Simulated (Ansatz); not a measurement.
# C4H10Si: what the fields show

```yaml
atoms:
  - { symbol: C, position_ang: [-1.8133, -1.4555, -0.5608] }
  - { symbol: C, position_ang: [-0.3462, -1.1294, -0.8266] }
  - { symbol: C, position_ang: [0.2375, -0.2160, 0.2045] }
  - { symbol: C, position_ang: [0.7617, 0.9974, -0.0244] }
  - { symbol: Si, position_ang: [1.4570, 2.0888, 1.3176] }
  - { symbol: H, position_ang: [-2.2071, -2.1570, -1.3116] }
  - { symbol: H, position_ang: [-1.9476, -1.9178, 0.4302] }
  - { symbol: H, position_ang: [-2.4320, -0.5453, -0.5884] }
  - { symbol: H, position_ang: [-0.2278, -0.6815, -1.8268] }
  - { symbol: H, position_ang: [0.2345, -2.0702, -0.8340] }
  - { symbol: H, position_ang: [0.2035, -0.5952, 1.2371] }
  - { symbol: H, position_ang: [0.7817, 1.3573, -1.0632] }
  - { symbol: H, position_ang: [2.9055, 2.3891, 1.0832] }
  - { symbol: H, position_ang: [1.3137, 1.3974, 2.6363] }
  - { symbol: H, position_ang: [0.7397, 3.4023, 1.3758] }
```

Theory: RKS PBE0-D4/def2-SVP (Ansatz).

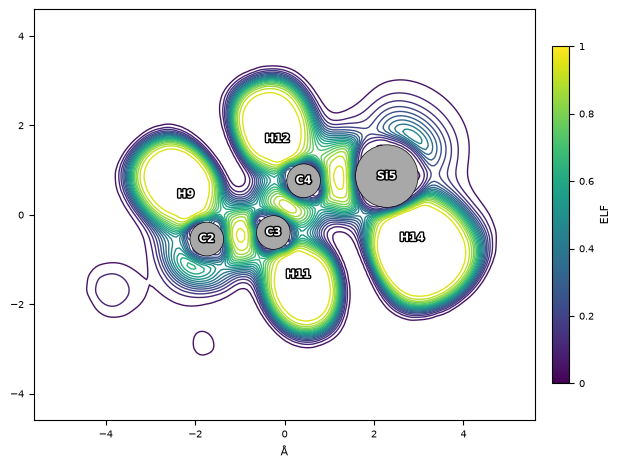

Figure 1. ELF on the plane of atoms C4, Si5 and H14. Grey discs cover the atomic cores.

### What does the map show?

Atoms in the plane: C, Si and H. C–C (1.34 Å): the ELF peaks at about 0.95 between the atoms; a multiple bond. C–Si (1.86 Å): the ELF peaks at about 0.95 between the atoms (a covalent bond). C–H (1.10 Å): the ELF climbs to about 1 towards the hydrogen, as it does in any bond to H; a covalent bond by its length. C–C (1.50 Å): the ELF peaks at about 0.95 between the atoms (localised, covalent bonding). Si–H (1.50 Å): the ELF climbs to about 1 towards the hydrogen.

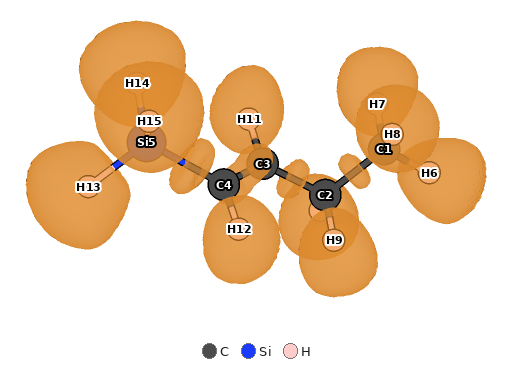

Figure 2. Isosurface of the electron localisation function at 0.85 (orange), seen at a tilt. Core shells and regions of very low density are left out.

### What do the ELF domains correspond to?

At this value the surface marks out three regions between bonded C–C atoms (shared pairs), one region between bonded C–Si atoms (shared pairs) and ten regions around hydrogen nuclei.

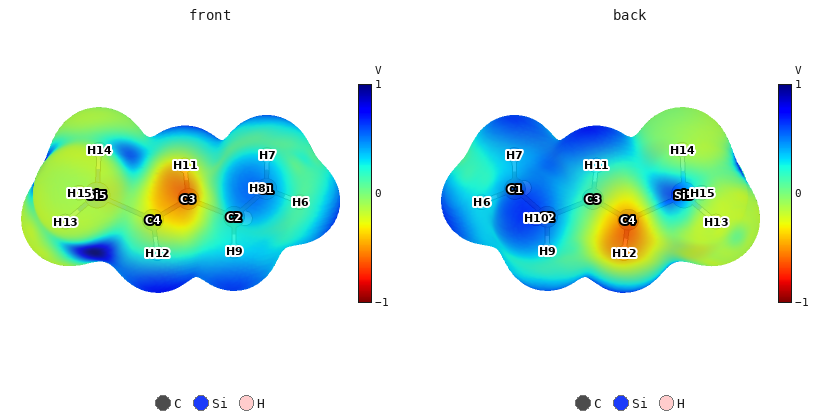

Figure 3. The electrostatic potential painted on the density surface at 0.002 e/bohr³, seen from the front and from behind; red is negative and blue positive.

### Describe the electrostatic potential map.

The most negative region (about −0.6 V) lies over the π face of C3 and C4, the most positive (about +0.8 V) over Si5.
